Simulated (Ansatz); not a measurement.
# How methods differ on SnH3O (SMILES [OH][SnH2])

SnH3O: 5 atoms, total charge 0, spin state doublet. SMILES: `[OH][SnH2]`. The shape is that of a PBE0-D4/def2-TZVP optimisation. This is one conformer, not always the lowest.

```csv
atom,x (Å),y (Å),z (Å)
O,0.7074,-0.7329,0.8619
Sn,0.1045,0.3088,-0.7055
H,0.3686,-1.6313,0.8732
H,-1.6068,0.0613,-0.8459
H,0.4763,1.9204,-0.2249
```

Quantity: the energy change with the Sn2–H5 bond stretched from 1.722 to 4.306 Å, in eV. The values are calculated.

```
           level                    kind  program  value (eV)  less FCI/STO-3G  CPU time (all runs)
 U-revPBE/STO-3G                     GGA   Ansatz        3.81            +0.30                6.1 s
   UHSE06/STO-3G  range-separated hybrid   Ansatz        3.91            +0.40                8.6 s
 UBCCD(T)/STO-3G   coupled cluster or CI   Ansatz        3.51             0.00                3.3 s
 UCCSD(T)/STO-3G   coupled cluster or CI   Ansatz        3.52            +0.01                2.9 s
    UCCSD/STO-3G   coupled cluster or CI   Ansatz        3.56            +0.05                2.8 s
UCCSDT(Q)/STO-3G   coupled cluster or CI   Ansatz        3.50            -0.01                7.2 s
   UCCSDT/STO-3G   coupled cluster or CI   Ansatz        3.51             0.00                5.5 s
      FCI/STO-3G      exact in the basis   Ansatz        3.51             0.00              2.2 min
```

FCI/STO-3G is exact within its basis and frozen core, so for wave-function methods in that basis the difference is their error; functionals converge differently with the basis, so for them it is only a difference. All-electron rows without a relativistic Hamiltonian named are non-relativistic. The first shape isn't each level's own minimum. The values span 3.50 to 3.91 eV. Spin contamination of the reference (⟨S²⟩ at least 0.1 too high) touches UBCCD(T)/STO-3G, UCCSD(T)/STO-3G, UCCSD/STO-3G, UCCSDT(Q)/STO-3G, UCCSDT/STO-3G. All rows use very small basis sets, so none should be taken for the real molecule's value. In the correlated wave-function rows the outer d shell of Sn is correlated, in sets not made for it. Times are those of the runs behind each value, whatever else they computed, on shared processors of several kinds: orders of magnitude only.

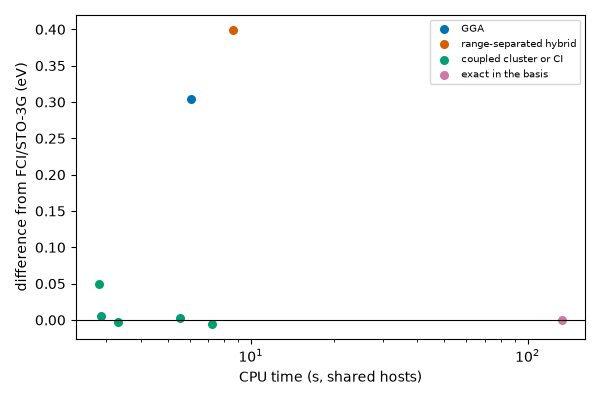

Difference from FCI/STO-3G against processor time, one point a level.
